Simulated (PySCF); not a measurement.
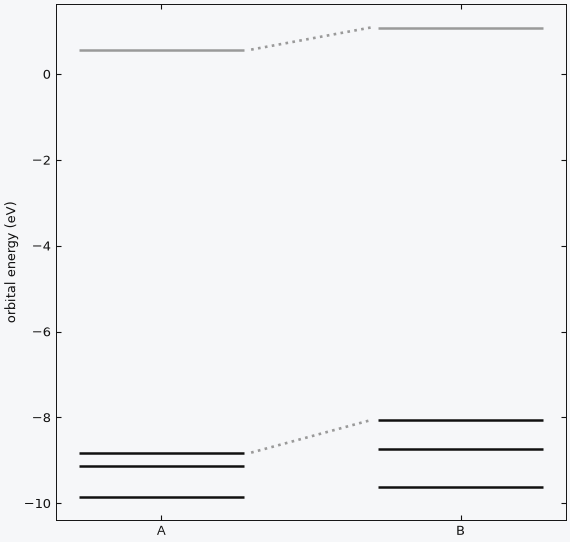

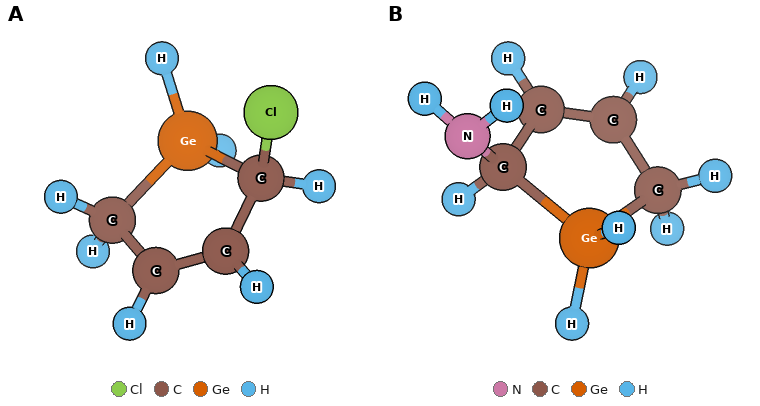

Related molecules: A is C₄H₇ClGe, SMILES Cl[C@H]1C=C[CH2][GeH2]1, singlet; B is C₄H₉GeN, SMILES N[C@H]1C=C[CH2][GeH2]1, singlet. Frontier orbital energies, CAM-B3LYP/def2-SVPD with PySCF 2.14.0, at a PBE0-D3(BJ)/def2-SVP geometry (no frequency check); drawn are at most three filled levels and, in grey, the LUMO with any level within 0.03 eV of it; dotted lines join the HOMOs and the LUMOs.

> What does the change do to the frontier levels?

From A to B the HOMO rises by 0.76 eV and the LUMO rises by 0.52 eV, so the separation goes from 9.39 to 9.15 eV.

> Does the ΔSCF ionisation energy follow the HOMO?

A: −ε(HOMO) 8.82, ΔSCF 9.55 eV; B: −ε(HOMO) 8.06, ΔSCF 8.80 eV.

Caveats, for all or some of the runs: empty levels above zero depend strongly on the basis.
